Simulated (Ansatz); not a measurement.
The starting structures come from a database of crystals and need not be the phases stable at ambient conditions.

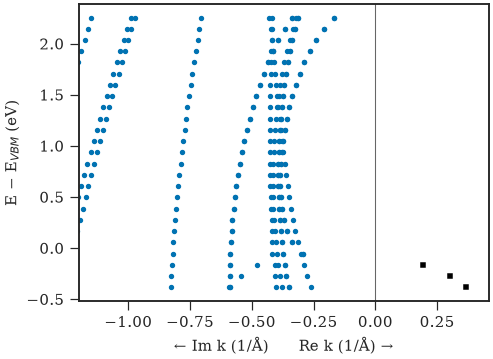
Complex bands at the centre of the two-dimensional zone; r2SCAN (Ansatz, a program for electronic structure)

The gap is the functional's own, uncorrected, and κ follows it; spin-orbit coupling is left out. Mid-gap values are interpolated between the computed energies.

**Question.** This is WS2 (P-6m2, not sure to be the ambient phase, 3 atoms a cell, 48.8 Å³ an atom) along the normal of (100). Read off the slowest decay at the centre of the two-dimensional zone at 1.04 eV, the computed energy nearest the middle of the gap.

**Answer.** κ ≈ 0.37 1/Å, a decay length 1/(2κ) of the density of 1.3 Å.
